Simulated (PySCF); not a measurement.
# SVWN5/def2-SVP run of GaHCl2O (SMILES [OH][Ga]([Cl])[Cl])

What is the energy change on altering one bond length of GaHCl2O at SVWN5/def2-SVP? The job is set up through a Python script.

The calculation is run with PySCF 2.14.0.

1 further run of the same task is left out (set aside as unsound or not needed).

## Step 1: The molecule

GaHCl2O: 5 atoms, total charge 0, spin state singlet. As SMILES, `[OH][Ga]([Cl])[Cl]`. The shape is that of a PBE0-D4/def2-TZVP optimisation.

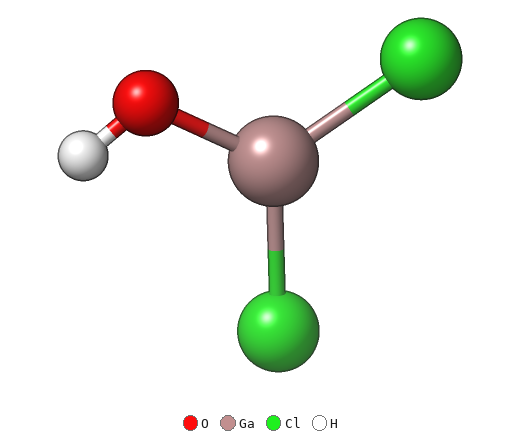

The structure, seen from a chosen angle (oxygen red, gallium pink, chlorine green, hydrogen white).

## Step 2: A single-point energy at SVWN5/def2-SVP

input.xyz reads:

```xyz
5

O      0.254500     1.354600     0.245900
Ga     0.118500    -0.394500     0.056800
Cl     1.500000    -1.634900     1.057700
Cl    -1.407900    -1.236300    -1.155800
H     -0.415200     1.837400    -0.246000
```

input.py reads:

```python
# [OH][Ga]([Cl])[Cl]
from pyscf import gto, dft

mol = gto.M(
    atom='input.xyz',
    max_memory=1860,
    basis='def2-svp',
    charge=0,
    verbose=3,
)

mf = dft.RKS(mol, xc='svwn')
mf.conv_tol = 1e-10
mf.grids.level = 5
mf.kernel()
if not mf.converged:
    mf = mf.newton().run(mf.mo_coeff, mf.mo_occ)

etot = mf.e_tot
print('E = %.10f Eh' % etot)
```

Command:

```bash
$ OMP_NUM_THREADS=1 python input.py
```

The program printed:

```text
converged SCF energy = -2914.10815933514
E = -2914.1081593351 Eh
```

It took 8.7 s on 1 thread of Intel Xeon at 2.70GHz, shared host; peak memory 0.29 GiB.

## Step 3: The distorted shape, same level

input.py reads:

```python
from pyscf import gto, dft

mol = gto.M(
    atom='''
O      0.589329     1.113215     0.491835
Ga     0.453329    -0.635885     0.302735
Cl     1.834829    -1.876285     1.303635
Cl    -1.073071    -1.477685    -0.909865
H     -0.415200     1.837400    -0.246000
''',
    verbose=3,
    charge=0,
    basis='def2-svp',
    max_memory=1860,
)

ks = dft.RKS(mol)
ks.xc = 'svwn'
ks.conv_tol = 1e-10
ks.grids.level = 5
ks.kernel()
if not ks.converged:
    ks = ks.newton().run(ks.mo_coeff, ks.mo_occ)

e_final = ks.e_tot
print(f'total energy: {e_final:.8f} hartree')
```

Command:

```bash
$ OMP_NUM_THREADS=1 python input.py
```

The program printed:

```text
converged SCF energy = -2914.02958914275
total energy: -2914.02958914 hartree
```

Run time: 8.7 s. Hardware: 1 thread of Intel Xeon at 2.70GHz, shared host; peak memory 0.29 GiB.

## Step 4: Summary of results

At SVWN5/def2-SVP:

| quantity | value |
| --- | --- |
| first shape: total energy | -2914.10816 Eh |
| first shape: dipole moment | 1.58 D |
| first shape: HOMO energy | -7.78 eV |
| first shape: LUMO energy | -2.54 eV |
| first shape: HOMO–LUMO gap | 5.24 eV |
| distorted shape: total energy | -2914.02959 Eh |
| distorted shape: dipole moment | 2.04 D |
| distorted shape: HOMO energy | -7.47 eV |
| distorted shape: LUMO energy | -3.63 eV |
| distorted shape: HOMO–LUMO gap | 3.84 eV |
| energy change with the O1–H5 bond stretched from 0.961 to 1.442 Å | 2.138 eV |

What this shows: With the O1–H5 bond stretched from 0.961 to 1.442 Å the energy rises by 2.14 eV (49 kcal/mol). The first shape isn't relaxed at this level, so the change isn't measured from a minimum. Mulliken charges (first shape) run from -0.34 on O1 to +0.41 on Ga2; they depend strongly on the basis. Mulliken charges (distorted shape) run from -0.42 on O1 to +0.42 on Ga2.
